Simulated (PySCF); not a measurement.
# CH10FNSi3: runs on many settings

Aim: see how CH10FNSi3 (`N[SiH2][SiH2][C@@H](F)[SiH3]`) answers to the choice of functional, basis, grid and SCF options, and what happens with inputs that are wrong on purpose.

Computed with PySCF 2.14.0, with density-fitted response routines of our own, on a single molecule in the gas phase. Atoms are numbered from 0 throughout.

## Step 1: The starting structure

16 atoms, charge 0, multiplicity 1; geometry from: GFN2-xTB.

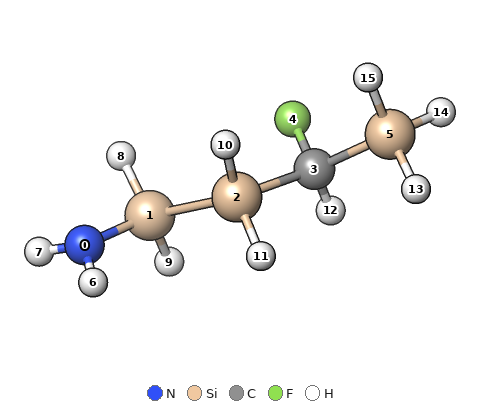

The starting geometry (nitrogen blue, silicon light orange, carbon grey, fluorine green, hydrogen white), atoms numbered.

## Step 2: Nuclear shieldings: PBE0/pcSseg-1

What the job is given:

```
{"job": {"kind": "nmr", "xc": "PBE0", "basis": "pcSseg-1"}, "charge": 0, "multiplicity": 1}
N      3.334195    -0.300901    -0.294340
Si     2.085971     0.035579     0.850951
Si     0.121555    -0.168206    -0.342469
C     -1.346254     0.080948     0.875109
F     -1.057476     1.228800     1.638975
Si    -3.102940     0.294346     0.150019
H      3.265020    -1.119988    -0.875514
H      4.293022    -0.168890    -0.016573
H      2.423245     1.376370     1.335897
H      2.112983    -0.848244     2.039351
H     -0.076327     0.803040    -1.428112
H     -0.145006    -1.486167    -0.949699
H     -1.350658    -0.735475     1.607060
H     -3.435970    -0.957699    -0.528719
H     -4.037576     0.556933     1.244329
H     -3.091383     1.418497    -0.782710
```

Level: GIAO PBE0/pcSseg-1 NMR shielding, non-relativistic, gas phase.

The run is started by

```sh
> OMP_NUM_THREADS=1 python probes_run.py task.json out
```

This one command runs all jobs of the session in turn.

What it wrote:

```text
coarse grid: 14312 points
cycle   1  E = -1066.4565805026  dE =  1.607e-01  |g| = 5.777e-01  |ddm| = 3.487e+00
cycle   2  E = -1066.3973656843  dE =  5.921e-02  |g| = 8.258e-01  |ddm| = 1.167e+00
cycle   3  E = -1066.5191007108  dE = -1.217e-01  |g| = 5.700e-02  |ddm| = 7.498e-01
cycle   4  E = -1066.5195890811  dE = -4.884e-04  |g| = 2.864e-02  |ddm| = 6.218e-02
cycle   5  E = -1066.5197690204  dE = -1.799e-04  |g| = 7.176e-03  |ddm| = 2.634e-02
cycle   6  E = -1066.5197796522  dE = -1.063e-05  |g| = 1.619e-03  |ddm| = 7.099e-03
cycle   7  E = -1066.5197801334  dE = -4.812e-07  |g| = 4.423e-04  |ddm| = 1.813e-03
final grid: 123304 points
cycle   8  E = -1066.5566717878  dE = -2.312e-05  |g| = 7.041e-03  |ddm| = 1.768e-02
cycle   9  E = -1066.5566614039  dE =  1.038e-05  |g| = 1.013e-02  |ddm| = 1.319e-02
cycle  10  E = -1066.5566822212  dE = -2.082e-05  |g| = 5.858e-04  |ddm| = 7.347e-03
cycle  11  E = -1066.5566822605  dE = -3.927e-08  |g| = 2.817e-04  |ddm| = 7.002e-04
cycle  12  E = -1066.5566822733  dE = -1.283e-08  |g| = 4.533e-05  |ddm| = 2.454e-04
cycle  13  E = -1066.5566822736  dE = -3.092e-10  |g| = 1.805e-05  |ddm| = 5.681e-05
converged SCF energy = -1066.5566822736

GIAO shielding tensors (ppm)
atom      isotropic    diamagn.    paramagn.     s11        s22        s33       span
  0 N      268.773     314.600     -45.827    230.400    264.418    311.502     81.103
  1 Si     399.285     879.100    -479.815    350.773    376.359    470.725    119.952
  2 Si     422.306     882.257    -459.951    381.054    412.511    473.353     92.299
  3 C      106.153     252.972    -146.819     45.249     75.469    197.740    152.491
  4 F      461.236     475.929     -14.693    414.254    460.441    509.013     94.760
  5 Si     419.219     879.195    -459.976    375.703    418.478    463.475     87.772
  6 H       32.076      31.190       0.886     24.050     29.540     42.638     18.588
  7 H       31.741      27.515       4.226     23.421     27.448     44.354     20.933
  8 H       26.553      29.482      -2.928     23.264     25.835     30.561      7.298
  9 H       26.341      29.508      -3.167     22.171     25.497     31.354      9.183
 10 H       27.552      31.089      -3.536     23.797     26.895     31.965      8.169
 11 H       27.779      31.295      -3.516     24.262     26.733     32.342      8.080
 12 H       26.395      31.653      -5.258     24.104     25.751     29.331      5.227
 13 H       27.830      28.551      -0.721     24.538     26.160     32.792      8.255
 14 H       27.410      28.042      -0.633     23.832     25.491     32.906      9.073
 15 H       27.634      28.741      -1.107     24.179     26.689     32.035      7.856
```

It took 21 s on 1 thread of Arm Neoverse V1, shared host; peak memory 0.79 GiB.

The references, computed at this level on geometries of the same kind, shield at (ppm): ¹H TMS 31.72, ¹³C TMS 186.9, ²⁹Si TMS 349.2, ¹⁹F CFCl3 170.9, ¹⁵N NH3 267.7. Their shielding less the atom's gives the shift. The references are single molecules in the gas phase, so shifts against H2O, NH3, PH3, H3PO4 or CFCl3 are not on the usual liquid scales and can be off by tens of ppm. Atoms listed in one row are averaged.

| atoms | environment | σ (ppm) | δ (ppm) | δ scaled to CDCl3 |
| --- | --- | --- | --- | --- |
| C3 | sp3 CH bonded to F and 2 Si | 106.2 | 80.8 | 76.9 |
| H9 | hydrogen on a silicon bonded to N, Si | 26.34 | 5.38 | – |
| H12 | hydrogen on an sp3 CH bonded to F and 2 Si | 26.40 | 5.32 | 5.12 |
| H8 | hydrogen on a silicon bonded to N, Si | 26.55 | 5.16 | – |
| H10 | hydrogen on a silicon bonded to C, Si | 27.55 | 4.16 | – |
| H13, H14, H15 | hydrogen on a silicon bonded to C | 27.62 | 4.09 | – |
| H11 | hydrogen on a silicon bonded to C, Si | 27.78 | 3.94 | – |
| H6, H7 | hydrogen on a nitrogen bonded to Si | 31.91 | -0.19 | – |
| N0 | nitrogen bonded to Si, 2 H | 268.8 | -1.0 | – |
| Si1 | silicon bonded to N, Si, 2 H | 399.3 | -50.1 | – |
| Si5 | silicon bonded to C, 3 H | 419.2 | -70.1 | – |
| Si2 | silicon bonded to C, Si, 2 H | 422.3 | -73.1 | – |
| F4 | fluorine on an sp3 carbon | 461.2 | -290.3 | – |

The scaled column applies a straight-line fit of computed shieldings to shifts measured in CDCl3; 19F shifts take a fit of their own (root-mean-square error 0.16 ppm for H, 1.9 ppm for C).

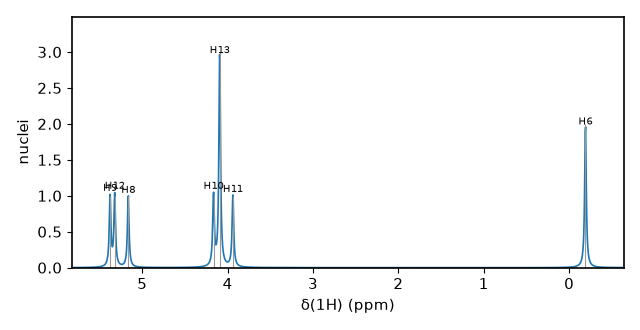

¹H lines at the computed shifts, without couplings. Lines are broadened to a width of 0.02 ppm (Lorentzian).

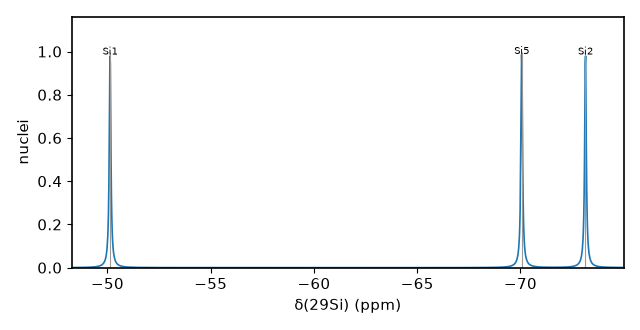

²⁹Si lines at the computed shifts, without couplings. Lines are broadened to a width of 0.09 ppm (Lorentzian).

Charges from the same density, by scheme (e):

| atoms | Mulliken | IAO | Hirshfeld | ESP fit |
| --- | --- | --- | --- | --- |
| N0 | -0.63 | -0.84 | -0.32 | -1.03 |
| Si1 | 0.52 | 0.63 | 0.29 | 0.57 |
| Si2 | 0.29 | 0.42 | 0.23 | 0.17 |
| C3 | -0.37 | -0.34 | -0.11 | -0.10 |
| F4 | -0.35 | -0.33 | -0.13 | -0.23 |
| Si5 | 0.51 | 0.60 | 0.31 | 0.38 |

Mulliken charges:

N0 -0.63; Si1 0.52; Si2 0.29; C3 -0.37; F4 -0.35; Si5 0.51; H6 0.19; H7 0.20; H8 -0.07; H9 -0.11; H10 -0.04; H11 -0.06; H12 0.16; H13 -0.09; H14 -0.07; H15 -0.07

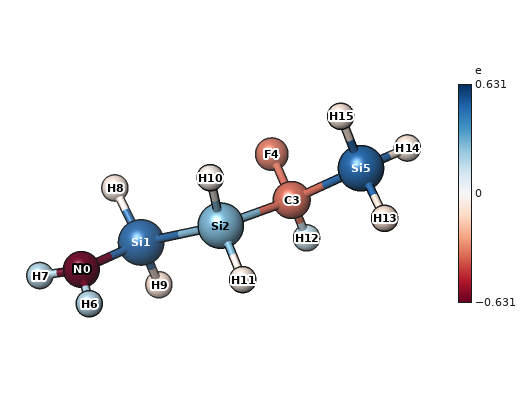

Mulliken charges, as colours on the atoms.

Mayer bond orders: N0–Si1 1.03, Si1–Si2 0.92, Si2–C3 0.86, C3–F4 0.79, C3–Si5 0.88.

## Step 3: Excited states and response: PBE0/def2-SVPD

The job, as its differences from that of step 2:

```diff
@@ -1,2 +1,2 @@
-{"job": {"kind": "nmr", "xc": "PBE0", "basis": "pcSseg-1"}, "charge": 0, "multiplicity": 1}
+{"job": {"kind": "uv", "xc": "PBE0", "basis": "def2-SVPD", "nstates": 6, "ntriplets": 2}, "charge": 0, "multiplicity": 1}
 N      3.334195    -0.300901    -0.294340
```

Method: TDDFT PBE0/def2-SVPD, vertical, gas phase, core orbitals frozen in the response.

What it wrote:

```text
coarse grid: 14312 points
cycle   1  E = -1066.0218242083  dE =  1.232e-01  |g| = 5.295e-01  |ddm| = 4.473e+00
cycle   2  E = -1065.9602889059  dE =  6.154e-02  |g| = 7.797e-01  |ddm| = 1.532e+00
cycle   3  E = -1066.0786740776  dE = -1.184e-01  |g| = 5.597e-02  |ddm| = 7.952e-01
cycle   4  E = -1066.0791925930  dE = -5.185e-04  |g| = 2.842e-02  |ddm| = 8.550e-02
cycle   5  E = -1066.0793738548  dE = -1.813e-04  |g| = 6.878e-03  |ddm| = 3.955e-02
cycle   6  E = -1066.0793837642  dE = -9.909e-06  |g| = 1.563e-03  |ddm| = 9.668e-03
final grid: 123304 points
cycle   7  E = -1066.2077536433  dE = -1.629e-05  |g| = 8.406e-03  |ddm| = 5.799e-02
cycle   8  E = -1066.2077359536  dE =  1.769e-05  |g| = 1.269e-02  |ddm| = 2.051e-02
cycle   9  E = -1066.2077682187  dE = -3.227e-05  |g| = 4.494e-04  |ddm| = 1.239e-02
cycle  10  E = -1066.2077682567  dE = -3.802e-08  |g| = 2.379e-04  |ddm| = 7.559e-04
cycle  11  E = -1066.2077682676  dE = -1.091e-08  |g| = 5.010e-05  |ddm| = 2.949e-04
cycle  12  E = -1066.2077682681  dE = -5.348e-10  |g| = 1.943e-05  |ddm| = 9.271e-05
converged SCF energy = -1066.2077682681

Static polarisability (au): isotropic 106.792, principal 88.855 97.601 133.920

Singlet excitations
state   eV       nm        f      main configurations
  1   5.5226    224.5   0.00426   H->L 0.96
  2   6.3475    195.3   0.05581   H-1->L 0.87
  3   6.5027    190.7   0.02145   H->L+1 0.90
  4   6.7391    184.0   0.01272   H->L+2 0.86
  5   6.9241    179.1   0.04500   H->L+3 0.73
  6   7.0124    176.8   0.00554   H-1->L+1 0.46, H-2->L 0.34

Triplet excitations (Tamm-Dancoff, eV): 5.1832 5.7817
```

Run time: 31 s. Hardware: 1 thread of Arm Neoverse V1, shared host; peak memory 0.84 GiB.

Frontier orbitals and where they lie:

| orbital | eV | atoms |
| --- | --- | --- |
| HOMO−3 | -9.12 | F4 18 %, C3 15 %, Si2 14 % |
| HOMO−2 | -8.80 | Si2 23 %, C3 17 %, F4 17 % |
| HOMO−1 | -8.03 | C3 25 %, F4 15 %, Si2 14 % |
| HOMO | -7.41 | N0 52 %, Si1 15 %, H9 10 % |
| LUMO | -0.57 | Si1 23 %, Si2 23 %, H11 7 % |
| LUMO+1 | 0.21 | Si2 28 %, Si1 23 %, H10 11 % |
| LUMO+2 | 0.32 | Si2 17 %, Si1 15 %, Si5 15 % |

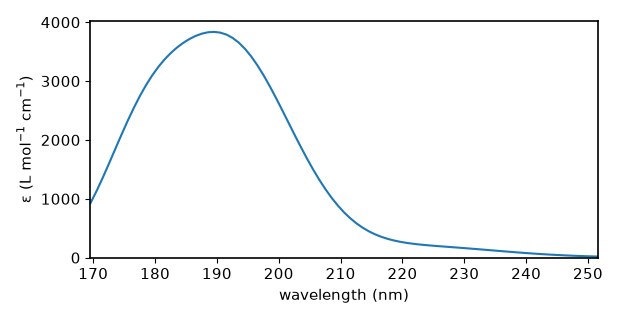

Absorption spectrum: each of the 6 states is a Gaussian band of 0.4 eV half-width at 1/e. Beyond the last state computed it falls off for lack of states.

Further results of this job:

| property | computed |
| --- | --- |
| dipole moment (D) | 2.25 |
| polarisability (Å³) | 15.82 |
| HOMO–LUMO gap (eV) | 6.84 |
| −ε(HOMO) (eV) | 7.41 |

## Step 4: Shielding tensors: B97-2/pcSseg-1

The job, as its differences from that of step 3:

```diff
@@ -1,2 +1,2 @@
-{"job": {"kind": "uv", "xc": "PBE0", "basis": "def2-SVPD", "nstates": 6, "ntriplets": 2}, "charge": 0, "multiplicity": 1}
+{"job": {"kind": "nmr", "xc": "B97-2", "basis": "pcSseg-1", "pop": true, "scf": {"conv": 0.1, "max_cycle": 63}}, "charge": 0, "multiplicity": 2}
 N      3.334195    -0.300901    -0.294340
```

Level: B97-2/pcSseg-1.

What it wrote:

```text
RuntimeError: Electron number 74 and spin 1 are not consistent
Note mol.spin = 2S = Nalpha - Nbeta, not 2S+1
```

Hardware: 1 thread of Arm Neoverse V1, shared host.

**What went wrong.** Charge and multiplicity don't fit the number of electrons: an even count needs an odd multiplicity, and the reverse. The remedy is to mend the charge or the multiplicity.

## Step 5: TDDFT and polarisability: TPSS/pcSseg-0

The job, as its differences from that of step 4:

```diff
@@ -1,2 +1,2 @@
-{"job": {"kind": "nmr", "xc": "B97-2", "basis": "pcSseg-1", "pop": true, "scf": {"conv": 0.1, "max_cycle": 63}}, "charge": 0, "multiplicity": 2}
+{"job": {"kind": "uv", "xc": "TPSS", "basis": "pcSseg-0", "nstates": 6, "ntriplets": 0, "tda": true, "scf": {"level_shift": 2.0, "guess": "random", "max_cycle": 62}}, "charge": 0, "multiplicity": 1}
 N      3.334195    -0.300901    -0.294340
```

Method: TDA TPSS/pcSseg-0, vertical, gas phase, core orbitals frozen in the response.

What it wrote:

```text
start from random orthonormal orbitals
final grid: 123304 points
cycle   1  E = -1028.7065659829  dE = -3.816e+02  |g| = 1.022e+01  |ddm| = 1.465e+02
cycle   2  E = -1000.5863150740  dE =  2.812e+01  |g| = 1.513e+01  |ddm| = 3.330e+01
cycle   3  E = -1032.6005016716  dE = -3.201e+01  |g| = 1.379e+01  |ddm| = 1.885e+01
cycle   4  E = -1047.4457015987  dE = -1.485e+01  |g| = 9.739e+00  |ddm| = 9.311e+00
cycle   5  E = -1059.1162268544  dE = -1.167e+01  |g| = 4.711e+00  |ddm| = 6.907e+00
cycle   6  E = -1061.6341258965  dE = -2.518e+00  |g| = 3.357e+00  |ddm| = 3.948e+00
cycle   7  E = -1063.2928348823  dE = -1.659e+00  |g| = 2.103e+00  |ddm| = 2.928e+00
cycle   8  E = -1064.2270090431  dE = -9.342e-01  |g| = 1.356e+00  |ddm| = 2.436e+00
cycle   9  E = -1064.7144348095  dE = -4.874e-01  |g| = 1.026e+00  |ddm| = 2.030e+00
cycle  10  E = -1064.9820301463  dE = -2.676e-01  |g| = 8.951e-01  |ddm| = 1.462e+00
[... 42 cycles left out ...]
cycle  53  E = -1065.7754709723  dE = -2.064e-06  |g| = 2.156e-03  |ddm| = 2.370e-03
cycle  54  E = -1065.7754725875  dE = -1.615e-06  |g| = 1.934e-03  |ddm| = 2.119e-03
cycle  55  E = -1065.7754738791  dE = -1.292e-06  |g| = 1.737e-03  |ddm| = 1.893e-03
cycle  56  E = -1065.7754749160  dE = -1.037e-06  |g| = 1.554e-03  |ddm| = 1.690e-03
cycle  57  E = -1065.7754757461  dE = -8.301e-07  |g| = 1.395e-03  |ddm| = 1.515e-03
cycle  58  E = -1065.7754764116  dE = -6.655e-07  |g| = 1.251e-03  |ddm| = 1.356e-03
cycle  59  E = -1065.7754769469  dE = -5.353e-07  |g| = 1.119e-03  |ddm| = 1.214e-03
cycle  60  E = -1065.7754773758  dE = -4.289e-07  |g| = 1.004e-03  |ddm| = 1.088e-03
cycle  61  E = -1065.7754777185  dE = -3.426e-07  |g| = 9.052e-04  |ddm| = 9.760e-04
cycle  62  E = -1065.7754779971  dE = -2.787e-07  |g| = 8.093e-04  |ddm| = 8.738e-04
SCF not converged, last energy = -1065.7754779971
```

Run time: 47 s. Hardware: 1 thread of Arm Neoverse V1, shared host; peak memory 0.44 GiB.

**What went wrong.** The energy still falls at cycle 62 (gradient 8.1e-04): so large a level shift slows each step until the cap is reached. The remedy is to lower it to 0.1 to 0.3, or drop it. Numbers printed on the way are no properties of the molecule.

## Step 6: Nuclear shieldings: mPW1PW91/pcSseg-1

The job, as its differences from that of step 5:

```diff
@@ -1,2 +1,2 @@
-{"job": {"kind": "uv", "xc": "TPSS", "basis": "pcSseg-0", "nstates": 6, "ntriplets": 0, "tda": true, "scf": {"level_shift": 2.0, "guess": "random", "max_cycle": 62}}, "charge": 0, "multiplicity": 1}
+{"job": {"kind": "nmr", "xc": "mPW1PW91", "basis": "pcSseg-1", "pop": false, "scf": {"level_shift": 0.2}}, "charge": 0, "multiplicity": 1}
 N      3.334195    -0.300901    -0.294340
```

Level: GIAO mPW1PW91/pcSseg-1 NMR shielding, non-relativistic, gas phase.

What it wrote:

```text
final grid: 123304 points
cycle   1  E = -1067.0376703118  dE =  1.805e-01  |g| = 6.370e-01  |ddm| = 3.436e+00
cycle   2  E = -1067.0558913374  dE = -1.822e-02  |g| = 6.667e-01  |ddm| = 8.685e-01
cycle   3  E = -1067.1219586475  dE = -6.607e-02  |g| = 1.035e-01  |ddm| = 2.785e-01
cycle   4  E = -1067.1243863602  dE = -2.428e-03  |g| = 2.837e-02  |ddm| = 1.063e-01
cycle   5  E = -1067.1245337219  dE = -1.474e-04  |g| = 8.440e-03  |ddm| = 3.427e-02
cycle   6  E = -1067.1245491571  dE = -1.544e-05  |g| = 2.522e-03  |ddm| = 1.079e-02
cycle   7  E = -1067.1245506582  dE = -1.501e-06  |g| = 5.803e-04  |ddm| = 3.252e-03
cycle   8  E = -1067.1245507984  dE = -1.401e-07  |g| = 1.718e-04  |ddm| = 1.353e-03
cycle   9  E = -1067.1245508185  dE = -2.013e-08  |g| = 7.446e-05  |ddm| = 5.537e-04
cycle  10  E = -1067.1245508219  dE = -3.417e-09  |g| = 2.160e-05  |ddm| = 2.206e-04
cycle  11  E = -1067.1245508224  dE = -5.000e-10  |g| = 8.768e-06  |ddm| = 8.727e-05
level shift removed, Fock matrix diagonalised once more
converged SCF energy = -1067.1245508224

GIAO shielding tensors (ppm)
atom      isotropic    diamagn.    paramagn.     s11        s22        s33       span
  0 N      267.507     314.776     -47.268    229.371    263.256    309.895     80.524
  1 Si     397.493     879.201    -481.708    349.913    374.847    467.717    117.805
  2 Si     420.049     882.386    -462.337    379.590    410.637    469.920     90.330
  3 C      105.341     253.246    -147.905     44.431     74.767    196.825    152.394
  4 F      462.067     476.155     -14.087    415.498    460.875    509.829     94.332
  5 Si     417.014     879.229    -462.215    374.109    416.833    460.099     85.990
  6 H       32.115      31.238       0.877     24.126     29.596     42.623     18.497
  7 H       31.779      27.528       4.250     23.503     27.514     44.319     20.817
  8 H       26.664      29.574      -2.911     23.369     25.944     30.678      7.309
  9 H       26.449      29.596      -3.147     22.297     25.604     31.446      9.149
 10 H       27.634      31.207      -3.573     23.882     26.981     32.039      8.157
 11 H       27.869      31.413      -3.544     24.361     26.820     32.425      8.064
 12 H       26.479      31.752      -5.273     24.181     25.828     29.426      5.245
 13 H       27.914      28.629      -0.715     24.635     26.243     32.865      8.230
 14 H       27.494      28.083      -0.589     23.933     25.584     32.965      9.033
 15 H       27.711      28.820      -1.109     24.262     26.768     32.103      7.842
```

It took 21 s on 1 thread of Arm Neoverse V1, shared host; peak memory 0.8 GiB.

This run: δ C3 80.7, N0 -1.2, Si1 -49.6, Si5 -69.1, H9 5.32, H12 5.29 ppm.

## Step 7: Side by side: NMR shifts

Shifts (ppm) of some atoms, chosen among heavy atoms and hydrogens apart, with basis size and wall time:

| run | H9 | H8 | N0 | Si1 | Si5 | Si2 | F4 | functions | time |
| --- | --- | --- | --- | --- | --- | --- | --- | --- | --- |
| PBE0/pcSseg-1 | 5.38 | 5.16 | -1.0 | -50.1 | -70.1 | -73.1 | -290.3 | 173 | 21 s |
| mPW1PW91/pcSseg-1 | 5.32 | 5.10 | -1.2 | -49.6 | -69.1 | -72.1 | -290.5 | 173 | 21 s |

## Step 8: What came out

```
                                                              quantity                                            value
                                ¹³C shifts against TMS (PBE0/pcSseg-1)                                         80.8 ppm
¹H shifts against TMS (PBE0/pcSseg-1, means over atoms taken as alike)    5.38, 5.32, 5.16, 4.16, 4.09, 3.94, -0.19 ppm
                                ¹⁵N shifts against NH3 (PBE0/pcSseg-1)                                         -1.0 ppm
                               ²⁹Si shifts against TMS (PBE0/pcSseg-1)                          -50.1, -70.1, -73.1 ppm
                              ¹⁹F shifts against CFCl3 (PBE0/pcSseg-1)                                       -290.3 ppm
                                       lowest singlet (PBE0/def2-SVPD)                      5.52 eV (225 nm), f = 0.004
                              brightest single state of those computed                      state 2, 6.35 eV, f = 0.056
                                                        lowest triplet                                          5.18 eV
                                             range of the shift of Si2                               -73.1 to -72.1 ppm
                                         property runs in this session  5, of which 2 failed and 0 gave unsound results
```

Single values in the summary come from the first sound run of each kind (PBE0/pcSseg-1; PBE0/def2-SVPD), which need not be the best level. At PBE0/pcSseg-1: The widest tensor belongs to C3: span 152 ppm, with a paramagnetic part of -147 ppm. The lowest singlet, at 5.52 eV, is HOMO→LUMO 0.96 and is weak; of the 6 states computed, the strongest absorption comes from state 2 at 6.35 eV. The lowest triplet lies 0.34 eV below the lowest singlet (triplets in Tamm-Dancoff, singlets in full TDDFT). In ppm, Si2 moves most: its shift spreads over 1.0 ppm, from -73.1 (PBE0/pcSseg-1) to -72.1 (mPW1PW91/pcSseg-1).
